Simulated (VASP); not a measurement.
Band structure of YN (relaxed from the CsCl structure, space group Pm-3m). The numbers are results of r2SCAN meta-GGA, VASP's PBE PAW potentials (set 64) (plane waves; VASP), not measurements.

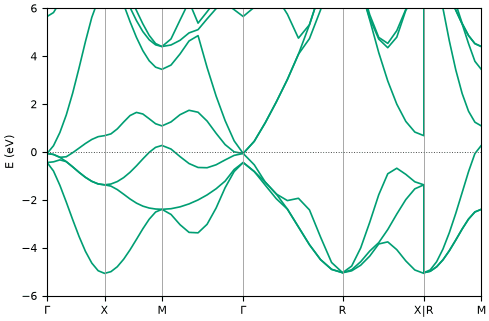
*Bands along high-symmetry lines, zero at the valence-band maximum or, without a gap, the Fermi level*

Question: Read the plot: is there a gap, and where are the band edges?

Answer: It has no gap at this level: it comes out as a metal or semimetal.

The structure was generated: YN was put into the CsCl type (Pm-3m), which need not be its known phase. It was relaxed first, which changed the volume by +13 %.
